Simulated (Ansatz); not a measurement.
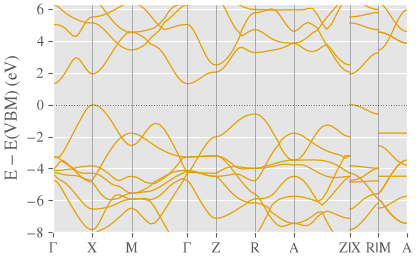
Figure: Band structure from the program Ansatz at the r²SCAN level (PAW)

### Question
Read off the gap and where the band edges lie.

### Answer
About 1.3 eV (1.31 eV by a search for the band edges); maximum at X, minimum at Γ.

The material is SiSnO3 in space group P4mm (No. 99; Si on 1b, Sn on 1a, O on 1b, O on 2c).

A made-up cell: these elements were put on the sites of a structure type; neither database checked (COD, Materials Project) lists it. Its standing as an ambient phase is unchecked. Symmetry was held in the r²SCAN relaxation; whether a distortion lowers the energy is not shown. Spin–orbit coupling is left out wherever it is not named.

Potentials: the later of the program's two PAW sets.
